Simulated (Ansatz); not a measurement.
# BeCd (built on the sites of a database entry of BaZn): following an unstable mode

Which phase does BeCd (built on the sites of a database entry of BaZn) fall into along its unstable mode, and how much energy does it gain?

Method: DFT PBEsol, scalar-relativistic, plane waves, PseudoDojo norm-conserving pseudopotentials, in Ansatz 0.2.0.

The structure was built from a prototype and need not be the compound's stable phase.

## (1) Starting point

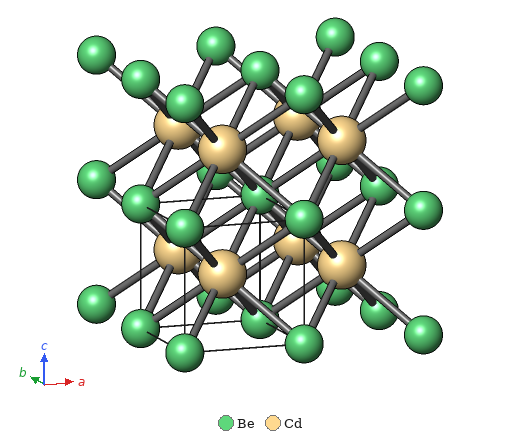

The starting structure, seen slightly off an axis (beryllium green, cadmium orange). 2×2×2 cells are drawn. Some periodic images of atoms are drawn too.

As a file:

```cif
data_structure
_symmetry_space_group_name_H-M 'Pm-3m'
_symmetry_Int_Tables_number 221
_cell_length_a 3.0606
_cell_length_b 3.0606
_cell_length_c 3.0606
_cell_angle_alpha 90.000
_cell_angle_beta 90.000
_cell_angle_gamma 90.000
_cell_volume 28.67
loop_
_atom_site_label
_atom_site_type_symbol
_atom_site_symmetry_multiplicity
_atom_site_Wyckoff_symbol
_atom_site_fract_x
_atom_site_fract_y
_atom_site_fract_z
_atom_site_occupancy
Be1 Be 1 a 0.00000 0.00000 0.00000 1
Cd1 Cd 1 b 0.50000 0.50000 0.50000 1
```

## (2) Response at finite wavevector

The cell comes from relaxations at this level that are not shown. Stability and thermal properties need the whole zone. Linear response on a 2×2×2 q mesh gives force constants as far as a supercell of that size would.

Input file input.yaml:

```yaml
crystal:
  lattice:
    - [3.060635456, 0.0, 0.0]
    - [0.0, 3.060635456, 0.0]
    - [0.0, 0.0, 3.060635456]
  atoms:
    - { symbol: Be, position: [0.0, 0.0, 0.0] }
    - { symbol: Cd, position: [0.5, 0.5, 0.5] }
kpoints:
  mp_grid: { grid: [16, 16, 16] }
hamiltonian:
  xc: pbesol
  pseudopotentials: { kind: nc, accuracy: standard }
scf:
  occupations: { method: methfessel_paxton, width: 0.2 }
output:
  eigenvalues: true
phonons:
  method: dfpt
  qmesh: [2, 2, 2]
  temperatures: { t_max: 1000, t_step: 50 }
  qpath:
    path:
      - [[0.0, 0.0, 0.0], [0.0, 0.5, 0.0], [0.5, 0.5, 0.0], [0.0, 0.0, 0.0], [0.5, 0.5, 0.5], [0.0, 0.5, 0.0]]
      - [[0.5, 0.5, 0.5], [0.5, 0.5, 0.0]]
    npoints: 10
```

Command:

```console
ansatz run input.yaml --threads 4 --pin off --max-ram 7168MiB --backend cpu --events-out ev --progress --plain --runs-dir out
```

Numbers of over 12 decimals in the logs are rounded to 6 here.

The log of the run:

```text
Engine: ansatz 0.2.0, aarch64-unknown-linux-gnu
Pseudopotentials: kind: nc
Pseudopotential: Be, nc, valence charge 4, recommended cutoff 1197.300995 eV (normal), Be.nc.azcp (PseudoDojo's, or run here from an input of PseudoDojo's; its table is named by hamiltonian.pseudopotentials.accuracy)
Pseudopotential: Cd, nc, valence charge 20, recommended cutoff 1387.780699 eV (normal), Cd.nc.azcp (PseudoDojo's, or run here from an input of PseudoDojo's; its table is named by hamiltonian.pseudopotentials.accuracy)
Functional definition: PBEsol
  exchange = pbesol_x
  correlation = pbesol_c
Crystal: 2 atoms, lattice volume = 28.670 Å³
Basis set: ecut = 1387.780699 eV, 3407 PW (Γ), exchange–correlation on 80×80×80 points (8 copies of the dense FFT grid, shifted against one another)
Bands: 16, of which v1, the nominal top of the filled ones, is band 12 counted from 1 (11 counted from 0)
Symmetry: 48 space group operations
k-points: 165 of 4096
Non-local potential: Be, projectors of the file, l = 0: 2, l = 1: 2
Non-local potential: Cd, projectors of the file, l = 0: 2, l = 1: 2, l = 2: 2
Initial density: superposition of atomic densities (chi_scale 0.1, normalization cell, long waves kept (reshape's long-wave potential 0.00 eV rms))
Initial wavefunctions: pseudopotential atomic-orbital guess
Functional: x = pbesol(κ = 0.804, μ = 0.123457), c = pbesol(β = 0.046)
SCF iter   1: F=—  HF=-5144.888884 eV  |F-HF|=—  |Δ(HF+E_count)|=         —  Δρ=5.70e-2  dr2=1.25e0  ethr=3.10e-3  ⟨swp⟩=6.2  Hψ=15181  notcnv=0
preconditioner: auto → none  [metal: Δε(μ)=0.021 eV  Ē_g=12.228 eV  σ=0.200 eV  W_gap=0.09  n_scr=6 (ndim 8)  ℏωp=25.9 eV  f_vac=0.000  D(μ)=0.71/eV (n_scr^D=6)  sad-step TF]
SCF iter   2: F=—  HF=-5144.566683 eV  |F-HF|=—  |Δ(HF+E_count)|=   3.22e-1  S|Δr|=    0.00e0  Δρ=2.59e-2  dr2=2.40e-1  ethr=3.10e-3  ⟨swp⟩=2.7  Hψ=5648  notcnv=0  defer=5
SCF iter   3: F=—  HF=-5144.480043 eV  |F-HF|=—  |Δ(HF+E_count)|=   8.66e-2  S|Δr|=    0.00e0  Δρ=5.39e-3  dr2=6.39e-3  ethr=1.00e-3  ⟨swp⟩=2.1  Hψ=4399  notcnv=0  defer=6
SCF iter   4: F=—  HF=-5144.478629 eV  |F-HF|=—  |Δ(HF+E_count)|=   1.41e-3  S|Δr|=    0.00e0  Δρ=1.53e-3  dr2=2.18e-4  ethr=2.66e-5  ⟨swp⟩=2.1  Hψ=4799  notcnv=0  defer=6
SCF iter   5: F=—  HF=-5144.478624 eV  |F-HF|=—  |Δ(HF+E_count)|=   5.20e-6  S|Δr|=    0.00e0  Δρ=1.90e-4  dr2=2.85e-6  ethr=9.10e-7  ⟨swp⟩=2.7  Hψ=4778  notcnv=0  defer=6
SCF iter   6: F=—  HF=-5144.478629 eV  |F-HF|=—  |Δ(HF+E_count)|=   5.68e-6  S|Δr|=    0.00e0  Δρ=3.56e-5  dr2=7.37e-8  ethr=1.19e-8  ⟨swp⟩=2.0  Hψ=4575  notcnv=0  defer=6
SCF iter   7: F=—  HF=-5144.478624 eV  |F-HF|=—  |Δ(HF+E_count)|=   5.47e-6  S|Δr|=    0.00e0  Δρ=3.47e-6  dr2=9.90e-10  ethr=3.07e-10  ⟨swp⟩=2.0  Hψ=4547  notcnv=0  defer=6
SCF iter   8: F=—  HF=-5144.478624 eV  |F-HF|=—  |Δ(HF+E_count)|=  1.33e-10  S|Δr|=    0.00e0  Δρ=2.99e-7  dr2=1.25e-11  ethr=4.12e-12  ⟨swp⟩=2.1  Hψ=4652  notcnv=0  defer=6
SCF iter   9: F=-5144.478624 eV  HF=-5144.478624 eV  |F-HF|=1.82e-12  |Δ(HF+E_count)|=  3.64e-12  S|Δr|=    0.00e0  Δρ=4.07e-8  dr2=2.69e-13  ethr=1.00e-12  ⟨swp⟩=7.7  Hψ=16097  notcnv=0
SCF 1 converged in 9 iterations: F = -5144.478624 eV  dr2 = 2.69e-13
Initial density: read from a saved state, or passed on in memory by an earlier SCF of this step, an earlier step, the calling program or the single point that the run made first
iter 1 solved again at ethr=2.11e-7 eV; its pass at ethr=3.10e-3 eV (dr2=5.06e-5 eV) is discarded
SCF iter   1: F=—  HF=-5144.478630 eV  |F-HF|=—  |Δ(HF+E_count)|=         —  Δρ=1.58e-6  dr2=2.47e-10  ethr=2.11e-7  ⟨swp⟩=4.0  Hψ=25348  notcnv=0
eigensolver tolerance schedule: the retry pair's looser diagonalisation over-reported the residual by 204404.99 of it (diagonalisation noise at an unbounded share of the residual, at the tolerance the schedule requests for it); recorded, not acted on — ethr = c·dr2/N_el stays at c = 1.0e-1
preconditioner: auto → none  [metal: Δε(μ)=0.013 eV  Ē_g=13.270 eV  σ=0.200 eV  W_gap=0.05  n_scr=6 (ndim 8)  ℏωp=25.9 eV  f_vac=0.000  D(μ)=0.73/eV (n_scr^D=6)]
SCF iter   2: F=—  HF=-5144.478624 eV  |F-HF|=—  |Δ(HF+E_count)|=   6.37e-6  S|Δr|=    0.00e0  Δρ=1.16e-6  dr2=2.02e-10  ethr=1.03e-12  ⟨swp⟩=5.0  Hψ=8945  notcnv=0
SCF iter   3: F=—  HF=-5144.478624 eV  |F-HF|=—  |Δ(HF+E_count)|=  5.55e-11  S|Δr|=    0.00e0  Δρ=5.93e-7  dr2=4.01e-11  ethr=1.00e-12  ⟨swp⟩=2.2  Hψ=4145  notcnv=0
SCF iter   4: F=—  HF=-5144.478624 eV  |F-HF|=—  |Δ(HF+E_count)|=  9.09e-12  S|Δr|=    0.00e0  Δρ=4.21e-7  dr2=1.82e-11  ethr=1.00e-12  ⟨swp⟩=1.0  Hψ=2640  notcnv=0
SCF iter   5: F=—  HF=-5144.478624 eV  |F-HF|=—  |Δ(HF+E_count)|=  3.64e-12  S|Δr|=    0.00e0  Δρ=3.27e-7  dr2=1.05e-11  ethr=1.00e-12  ⟨swp⟩=3.8  Hψ=7379  notcnv=0
SCF iter   6: F=-5144.478624 eV  HF=-5144.478624 eV  |F-HF|=5.46e-12  |Δ(HF+E_count)|=  9.09e-13  S|Δr|=    0.00e0  Δρ=2.82e-7  dr2=7.97e-12  ethr=1.00e-12  ⟨swp⟩=1.3  Hψ=3436  notcnv=0
SCF 2 converged in 6 iterations: F = -5144.478624 eV  dr2 = 7.97e-12
phonons: the bands overlap, so this run is a metal and interpolates without the dipole-dipole term. If the crystal is really an insulator or semiconductor, its LO-TO splitting is missing
NSCF: frozen V_eff on 165 k-points
NSCF: frozen V_eff on 405 k-points
DFPT response loops at q = (0, 0, 0) (fractional): preconditioner auto → Kerker (q_TF=auto, 2.649 Å⁻¹) (partly filled bands, converged f_vac=0.000); β = 1.00, the filter's whole step (`scf.mixing.beta` (0.50) is not read by the response loops under this deck's `scf.mixing.preconditioner`; to damp them name `kerker` or `kerker_dos`, under which they read `scf.mixing.beta`, and type it under 1.00, their step now; both keys bind the ground state too); Broyden in place of MSR1
NSCF: frozen V_eff on 1458 k-points
DFPT response loops at q = (0, 0, -0.5) (fractional): mixed as the last ones told, above
NSCF: frozen V_eff on 1458 k-points
DFPT response loops at q = (0, -0.5, -0.5) (fractional): mixed as the last ones told, above
NSCF: frozen V_eff on 810 k-points
DFPT response loops at q = (-0.5, -0.5, -0.5) (fractional): mixed as the last ones told, above
SCF converged after 9 iterations
Stability not checked: this state was not tested for a lower state beside it, because cold or Methfessel-Paxton smearing, or corrected tetrahedra, fill the levels in a way that the test cannot read (fill_not_monotonic; see scf.lower_state_search)
Free energy (F): -5144.478624 eV
Harris-Foulkes:  -5144.478624 eV  (|F-HF|=1.82e-12)
Internal energy: -5144.477630 eV  (E = F + TS)
E sigma→0 (E₀):  -5144.478375 eV
Entropy (-TS):   -0.000994 eV (-0.497 meV/atom)
Fermi energy:    14.514879 eV
--- Per-component energies (eV) ---
  E_band       = -568.997604
  E_kinetic    = 1899.123897
  E_local      = -4515.829743  (includes V_loc(G=0)·N_el)
  E_nonlocal   = -164.327405
  E_hartree    = 1433.821814
  E_xc         = -718.862437
  E_vxc        = -655.608012  (∫ρ·V_xc dr)
  E_ewald      = -3078.403755
  E_smearing   = -0.000994  (= −TS)
  E_closure    = 0.000000  (closes the sum)
  Σ components = -5144.478624   (vs F -5144.478624, Δ=0.00e0)
--- Band table (eV; the first three rows and the last of 165) ---
  k-point 0: bands = [... 8 lower, 5.1196, 5.1196, 5.1196, 17.0316, 17.0316, 17.0316, 23.1648, 23.1648]
  k-point 1: bands = [... 8 lower, 5.1010, 5.1010, 5.1212, 16.6031, 17.1141, 17.1141, 23.1749, 23.4403]
  k-point 2: bands = [... 8 lower, 5.0487, 5.0487, 5.1258, 15.5854, 17.3572, 17.3572, 23.2045, 23.5848]
  k-point 164: bands = [... 8 lower, 5.5686, 5.5686, 15.9665, 15.9665, 15.9665, 15.9778, 15.9778, 15.9778]
--- Phonons (Γ-DFPT): 2 representative perturbations + reference (Σ response iterations 6) ---
  ASR residual: 1.779e-4 → 0.000e0 eV/Å²; symmetrization residual: 4.152e-6 eV/Å²
  ASR residual per site (eV/Å²): 9.43e-6 1.78e-4
  Γ frequencies (cm⁻¹): 0.00 0.00 0.00 287.79 287.79 287.79
--- Phonons (arbitrary-q DFPT): 4 irreducible q on the 2×2×2 mesh ---
  q = [0.0000, 0.0000, 0.0000] (star 1, of the zone-centre solve; hermiticity 3.27e-6, symmetrization 3.02e-14): -0.00 -0.00 0.00 287.79 287.79 287.79
  q = [0.0000, 0.0000, -0.5000] (star 3, 4 solved perturbations in 2268 linear systems a pass and spin channel, the states on 729 of 4096 k-point pairs; hermiticity 2.62e-13, symmetrization 8.44e-13, the responses' own estimated error 3.9e-5 eV/Å²): 69.89 69.89 143.27 265.61 265.61 288.97
  q = [0.0000, -0.5000, -0.5000] (star 3, 4 solved perturbations in 2268 linear systems a pass and spin channel, the states on 729 of 4096 k-point pairs; hermiticity 3.60e-6, symmetrization 6.36e-14, the responses' own estimated error 6.4e-5 eV/Å²): -136.83 -136.83 81.90 264.22 264.22 350.56
  q = [-0.5000, -0.5000, -0.5000] (star 1, 2 solved perturbations on 405 of 4096 k-point pairs; hermiticity 1.05e-12, symmetrization 5.93e-12, the responses' own estimated error 5.2e-5 eV/Å²): 100.11 100.11 100.11 116.62 116.62 116.62
  sum rule: each row above includes the acoustic sum rule's correction from the zone centre's row sums; it moved no ω² by more than (0.66 cm⁻¹)²
  mesh force constants: q→R imaginary residual 3.37e-17; ASR residual 1.779e-4 → 0.000e0 eV/Å²; symmetrization residual 3.109e-15 eV/Å²
  interpolated dispersion: 62 rows × 6 modes
  density of states and harmonic sums: on the 20×20×20 q-mesh, interpolated from the force constants of a 2×2×2 supercell (no non-analytic term)
  largest difference from the sums on the solved wave vectors: F 2.71e-2 eV, S 2.89e-5 and C_V 5.35e-6 eV/K
  zero-point energy: 0.058342 eV/cell   skipped modes (ω ≤ 0): 314, of them read as no rigid motion or as one in doubt: 311 (1.156e0 modes/cell left out, lowest -136.83 cm⁻¹)   left out of the sums: 1.93e-1 of the cell's modes: C_V's classical limit lies that fraction below 3 k_B per atom; for a crystal, a wire or a layer, F and S can be off by more, and a phonons.interpolated_qmesh denser along its periods is the remedy for the sampling
```

Wall time 7 min (4 threads of Arm Neoverse N1, shared host); peak memory 3.4 GiB; 28 min of CPU time.

In the SCF lines HF is the Harris–Foulkes energy and dr2 the Hartree energy of the density residual, in eV; the loop may stop once dr2 is under the threshold and the program's other checks hold. Hψ counts applications of the Hamiltonian.

This step gave:

- volume per atom: 14.34 Å³
- gap on the k-mesh: 0 eV
- sum-rule residual before enforcement: 1.78e-4 eV/Å²
- lowest frequency on the path: -136.8 cm⁻¹
- point group: m-3m
- highest frequency on the path or at a solved wavevector: 350.6 cm⁻¹
- highest optical mode at the zone centre (no LO-TO term): 287.8 cm⁻¹
- lowest optical zone-centre mode: 287.8 cm⁻¹
- lowest mode on the q mesh (acoustic modes at Γ apart): -136.8 cm⁻¹

Frequencies (cm⁻¹) solved at each irreducible wavevector; negative means imaginary. Frequencies by wavevector, by row:

| q in reciprocal lattice units | star | mode 1 | mode 2 | mode 3 | mode 4 | mode 5 | mode 6 |
| --- | --- | --- | --- | --- | --- | --- | --- |
| 0 0 0 | 1 | 0 | 0 | 0 | 287.8 | 287.8 | 287.8 |
| 0 0 -0.5 | 3 | 69.9 | 69.9 | 143.3 | 265.6 | 265.6 | 289 |
| 0 -0.5 -0.5 | 3 | -136.8 | -136.8 | 81.9 | 264.2 | 264.2 | 350.6 |
| -0.5 -0.5 -0.5 | 1 | 100.1 | 100.1 | 100.1 | 116.6 | 116.6 | 116.6 |

Interpolated from a 2×2×2 q mesh, rough between the solved points. Phonon branches along the path, in cm⁻¹:

| point | branch 1 | branch 2 | branch 3 | branch 4 | branch 5 | branch 6 |
| --- | --- | --- | --- | --- | --- | --- |
| Γ | 0 | 0 | 0 | 288 | 288 | 288 |
| X | 70 | 70 | 143 | 266 | 266 | 289 |
| M | -137 | -137 | 82 | 264 | 264 | 351 |
| Γ | 0 | 0 | 0 | 288 | 288 | 288 |
| R | 100 | 100 | 100 | 117 | 117 | 117 |
| X | 70 | 70 | 143 | 266 | 266 | 289 |
| jump to R | 100 | 100 | 100 | 117 | 117 | 117 |
| M | -137 | -137 | 82 | 264 | 264 | 351 |

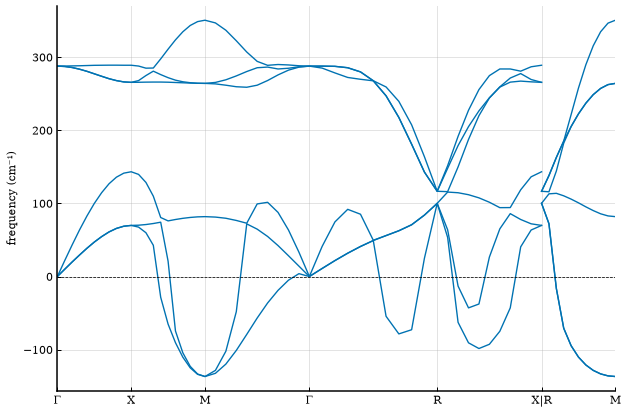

Phonon branches along the path.

Symmetry leaves 4 wavevectors to solve. The lowest mode among them, the acoustic zeros apart, lies at q = (0, -0.5, -0.5) and is imaginary, 136.8i cm⁻¹, so the energy falls along it.

## (3) The mode frozen in, largest atomic shift 0 Å

The mode followed lies at q = (0, -0.5, -0.5) with frequency 136.8i cm⁻¹ and is 2-fold degenerate, the softest among the wavevectors solved. At small amplitude the distorted cell has space group no. 51 by a symmetry search on the positions. The undistorted cell that holds it gives the zero of energy on the same k mesh.

System of this step: BeCd (built on the sites of a database entry of BaZn). It takes space group Pm-3m (No. 221, cubic). Conventional cell: a = 3.061 Å, b = 3.061 Å, c = 3.061 Å, α = 90.00°, β = 90.00°, γ = 90.00°. Be has 8 Cd at 2.65 Å nearest. Nearest to Cd lie 8 Be at 2.65 Å. Farther neighbours are not listed.

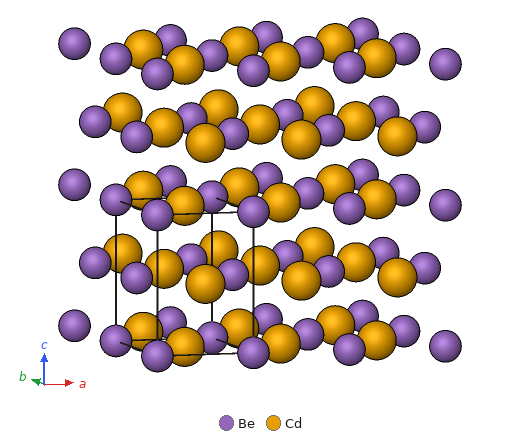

The cell of this step (beryllium purple, cadmium orange). 3×2×2 cells are drawn. Some periodic images of atoms are drawn too.

input.yaml, the sections that differ from step 2:

```yaml
crystal:
  lattice:
    - [-3.060635456, 0.0, 0.0]
    - [0.0, -3.060635456, -3.060635456]
    - [0.0, -3.060635456, 3.060635456]
  atoms:
    - { symbol: Be, position: [1.0, 0.5, 0.5] }
    - { symbol: Be, position: [1.0, 0.0, 0.0] }
    - { symbol: Cd, position: [0.5, 0.0, 0.5] }
    - { symbol: Cd, position: [0.5, 0.5, 0.0] }
kpoints:
  mp_grid: { grid: [14, 10, 10] }
output:
  forces: true
  stress: true
  eigenvalues: true
# hamiltonian, scf: as in step 2
# phonons: removed
```

The log of the run:

```text
[...]
Crystal: 4 atoms, lattice volume = 57.341 Å³
Basis set: ecut = 1387.780699 eV, 6755 PW (Γ), exchange–correlation on 80×108×108 points (8 copies of the dense FFT grid, shifted against one another)
Bands: 29, of which v1, the nominal top of the filled ones, is band 24 counted from 1 (23 counted from 0)
Symmetry: 32 space group operations
[...]
k-points: 168 of 1400
[...]
k-point 0: bands = [... 20 lower, 5.5357, 10.7164, 10.7164, 13.5259, 14.5607, 17.0346, 17.0347, 17.0347, ... 1 higher]
  k-point 1: bands = [... 20 lower, 5.4734, 10.1144, 10.8457, 13.9208, 14.9203, 16.7453, 16.8645, 17.1399, ... 1 higher]
  k-point 2: bands = [... 20 lower, 5.3055, 9.0031, 11.2140, 14.2179, 16.0333, 16.1937, 16.4418, 17.4470, ... 1 higher]
  k-point 167: bands = [... 20 lower, 10.7165, 10.7165, 10.7165, 10.7165, 13.5259, 13.5259, 14.5606, 14.5606, ... 1 higher]
[key lines of the parts left out:]
SCF converged after 7 iterations
Free energy (F): -10288.963428 eV
Fermi energy:    14.464566 eV
P = ⅓ Tr σ = -0.2116 GPa (-2.116 kbar)
```

Elapsed: 28 s, on 4 threads; peak memory 1.2 GiB; 1.9 min of CPU time.

Numbers from this step:

* pressure: -0.2116 GPa
* energy from the undistorted cell: 0 meV/atom

The run ends at a pressure of -0.21 GPa.

## (4) The mode frozen in, largest atomic shift 0.32 Å

The atoms are moved along the unstable eigenvector, the largest shift by 0.32 Å, with the cell fixed.

input.yaml, the sections that differ from step 3:

```yaml
crystal:
  lattice:
    - [-3.060635456, 0.0, 0.0]
    - [0.0, -3.060635456, -3.060635456]
    - [0.0, -3.060635456, 3.060635456]
  atoms:
    - { symbol: Be, position: [1.0, 0.5739304544, 0.5] }
    - { symbol: Be, position: [1.0, -0.0739304544, 0.0] }
    - { symbol: Cd, position: [0.5, 0.0259894468, 0.5] }
    - { symbol: Cd, position: [0.5, 0.4740105532, 0.0] }
output:
  forces: true
  stress: true
  eigenvalues: true
  write_density: true
  write_potential: true
  elf: true
  volumetric_format: npy
# kpoints, hamiltonian, scf: as in step 3
```

The log of the run:

```text
[...]
Crystal: 4 atoms, lattice volume = 57.341 Å³
Basis set: ecut = 1387.780699 eV, 6755 PW (Γ), exchange–correlation on 80×108×108 points (8 copies of the dense FFT grid, shifted against one another)
Bands: 29, of which v1, the nominal top of the filled ones, is band 24 counted from 1 (23 counted from 0)
Symmetry: 8 space group operations
[...]
k-points: 288 of 1400
[...]
k-point 0: bands = [... 20 lower, 5.4788, 10.6477, 10.9546, 12.8920, 14.4656, 16.9933, 17.6117, 18.1353, ... 1 higher]
  k-point 1: bands = [... 20 lower, 5.4310, 10.0436, 11.0624, 13.1870, 14.8946, 17.0958, 17.3801, 17.7882, ... 1 higher]
  k-point 2: bands = [... 20 lower, 5.3030, 8.9459, 11.3681, 13.4135, 16.1104, 16.8598, 17.0529, 17.3952, ... 1 higher]
  k-point 287: bands = [... 20 lower, 10.7066, 10.7066, 10.7720, 10.7720, 13.4494, 13.4494, 14.4883, 14.4883, ... 1 higher]
[key lines of the parts left out:]
SCF converged after 8 iterations
Free energy (F): -10289.016834 eV
Fermi energy:    14.260738 eV
P = ⅓ Tr σ = 0.9407 GPa (9.407 kbar)
```

The job ended after 77 s (4 threads; peak memory 1.7 GiB; 5 min of CPU time).

Numbers from this step:

* pressure: 0.9407 GPa
* energy from the undistorted cell: -13.33 meV/atom

The energy, extrapolated to zero smearing, is -13.33 meV/atom against the undistorted cell.

The run ends at a pressure of 0.94 GPa, with forces up to 0.65 eV/Å.

## (5) Energy along the mode, all amplitudes (two of the runs are shown above)

An imaginary frequency means negative curvature, so the energy should fall and then rise again as anharmonic terms take over.

Numbers from this step:

```yaml
depth_at_the_lowest_point_sampled: 13.33 meV/atom
largest_atomic_shift_at_that_point: 0.32 Å
```

Table of energy from the parent by largest atomic shift:

| largest atomic shift (Å) | energy from the parent (meV/atom) |
| --- | --- |
| 0.000 | 0 |
| 0.040 | -0.518 |
| 0.080 | -2.00 |
| 0.140 | -5.44 |
| 0.220 | -10.6 |
| 0.320 | -13.3 |
| 0.450 | 2.46 |
| 0.600 | 65.3 |

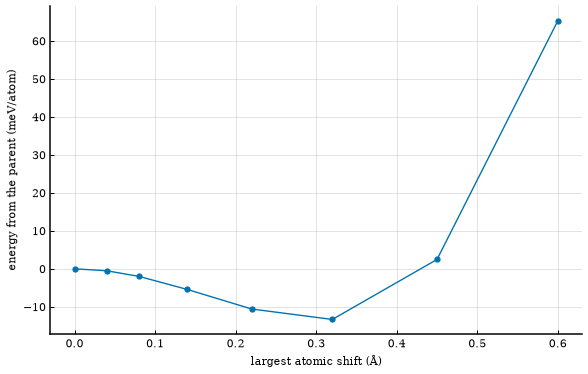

Energy from the parent against largest atomic shift.

Displacement at unit largest shift by atom:

| atom | x (Å) | y (Å) | z (Å) | size |
| --- | --- | --- | --- | --- |
| Be1 | 0.000 | -0.707 | -0.707 | 1.000 |
| Be2 | 0.000 | 0.707 | 0.707 | 1.000 |
| Cd3 | 0.000 | -0.249 | -0.249 | 0.352 |
| Cd4 | 0.000 | 0.249 | 0.249 | 0.352 |

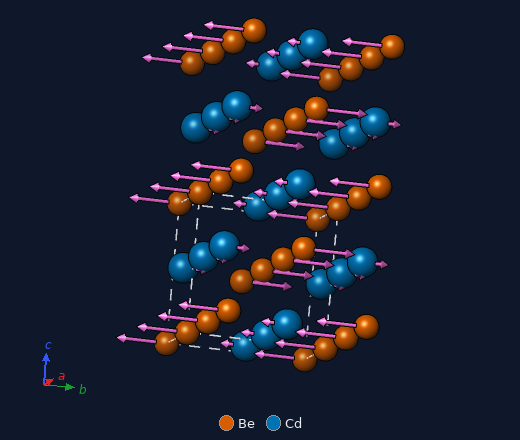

Displacement at unit largest shift as arrows, the longest 1.000 Å. 3×1×2 cells are drawn. Some periodic images of atoms are drawn too.

The lowest of the steps tried is at 0.32 Å, 13.3 meV/atom below the parent; the bottom of the well need not coincide with a step.

(Continued in part 2 of 3.)

[Logs are printed without paths, hosts, clocks, repeated set-up lines and the standing remarks that a program may print on its own settings, such as how far it seeks lower states.]

[Hosts, paths, dates, database ids (printed as entryN), source tags and the programs' standing remarks are cut or masked in the printed files.]
